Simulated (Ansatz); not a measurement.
**CuS (Fm-3m): test of the smearing width, by script**

How much does the smearing width move the energy of CuS (Fm-3m)? Aim: a test of the smearing width, for CuS (Fm-3m), run from a script.

All numbers are computed with Ansatz 0.2.0 through its Python package. Level of theory: DFT PBEsol+D3(BJ), plane waves, PAW.

## Step 1: Starting point

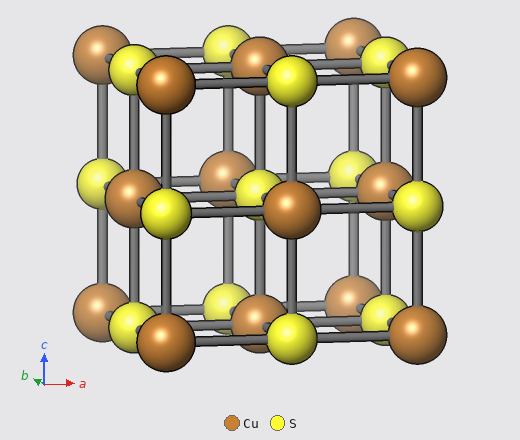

The starting structure, viewed slightly off an axis; copper orange, sulfur yellow. The cell is the conventional one. Atoms on cell faces are repeated.

The script holds or builds the structure itself.

## Step 2: The code

smear_cus.py

```python
from dataclasses import dataclass

import ansatz


@dataclass
class Options:
    functional: str = "PBEsol"
    vdw: str = "D3(BJ)"


cfg = Options()

crystal = (
    ansatz.Lattice.from_parameters(3.450544, 3.450544, 3.450544, alpha=60.0, beta=60.0, gamma=60.0)
    .atom("Cu", (0.0, 0.0, 0.0))
    .atom("S", (0.5, 0.5, 0.5))
)

calculation = (
    crystal.calculation()
    .functional(cfg.functional, dispersion=cfg.vdw)
    .kpoints(9, center="gamma")
    .basis(16 * ansatz.Ha)
)

rows = []
for value in [0.5, 0.3, 0.2, 0.1]:
    summary = calculation.occupations("gaussian", width=value).run(threads=1, backend="cpu").report
    rows.append((value, summary["free_energy_ev"] / len(summary["lattice"]["sites"]), summary["n_iterations"], summary["n_kpoints"]))

print("  width (eV)   F/atom (eV)    iterations      k-points")
for row in rows:
    print(f"{str(row[0]):>12s}  {row[1]:12.5f}  {row[2]:12d}  {row[3]:12d}")

for row in rows[:-1]:
    shift = 1000 * (row[1] - rows[-1][1])
    print(f"{row[0]}: {shift:+.2f} meV/atom" + ("  (within 5 meV)" if abs(shift) < 5 else ""))
```

## Step 3: The calls as engine input

The engine receives this input (first run):

```yaml
crystal:
  lattice:
    a: 3.450544
    b: 3.450544
    c: 3.450544
    alpha: 60.0
    beta: 60.0
    gamma: 60.0
  atoms:
    - { symbol: Cu, position: [0.0, 0.0, 0.0] }
    - { symbol: S, position: [0.5, 0.5, 0.5] }
basis:
  ecutwfc: 435.382179935808
kpoints:
  mp_grid:
    grid: [9, 9, 9]
    shift: [0.0, 0.0, 0.0]
hamiltonian:
  xc: pbesol
  dispersion: d3bj
scf:
  occupations:
    method: gaussian
    width: 0.5
```

## Step 4: Launch

Run with:

```
$ python smear_cus.py
```

What it wrote:

```text
  width (eV)   F/atom (eV)    iterations      k-points
         0.5   -3737.37864             7            35
         0.3   -3737.35702             7            35
         0.2   -3737.35013             7            35
         0.1   -3737.34599             6            35
0.5: -32.65 meV/atom
0.3: -11.03 meV/atom
0.2: -4.14 meV/atom  (within 5 meV)
```

Wall time 3.5 s (1 thread of Arm Neoverse V2, shared host); peak memory 0.33 GiB.

## Step 5: Inputs of later runs

The engine's inputs for the other runs:

Run 2, against run 1:

```diff
@@ -24 +24 @@
-    width: 0.5
+    width: 0.3
```

Run 3, against run 1:

```diff
@@ -24 +24 @@
-    width: 0.5
+    width: 0.2
```

Run 4, against run 1:

```diff
@@ -24 +24 @@
-    width: 0.5
+    width: 0.1
```

Lines on the test bed's own set-up are left out of the output.

## Step 6: What each run gave

One row for each of the 4 runs:

```
run  width (eV)  energy from run 4 (meV/atom)  the same at zero width (meV/atom)  SCF cycles  CPU time (s)
  1         0.5                        -32.65                              -0.45           7          0.78
  2         0.3                        -11.03                              -0.09           7          0.67
  3         0.2                         -4.14                              -0.01           7          0.67
  4         0.1                          0.00                               0.00           6          0.62
```

Energies are free energies F = E - TS of the smeared occupations. 

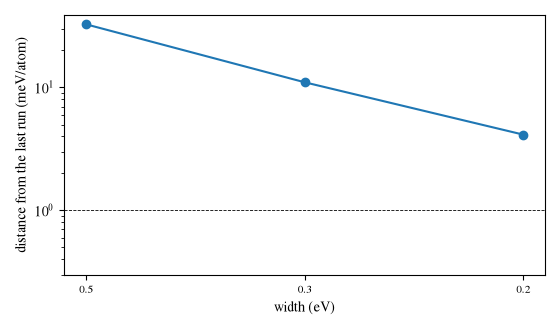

How far each run lies from the last one; the dashed line marks 1 meV/atom.

## Step 7: Results

```
                              quantity           value
                         runs compared               4
       last run but one, from the last  -4.14 meV/atom
within 5 meV/atom of the last run from             0.2
```

Going from 0.1 to 0.5 eV changes F by -32.7 meV an atom. With this scheme F falls roughly as the square of the width; the report's estimate for zero width (energy_sigma0_ev) moves by only -0.4 meV. Reading the output:
- The run is spin-unpolarised.
- For a metal this k-point mesh is coarse: on a finer one energies can move by several to tens of meV an atom and pressures by half a GPa or more, differences at one mesh by less.
- The free energy holds a sizeable smearing term, which stands for no physical temperature.
- The narrowest width needs the finest mesh, so the last row is no converged reference.
- This cell is a computed structure, which may not be the phase found in nature.
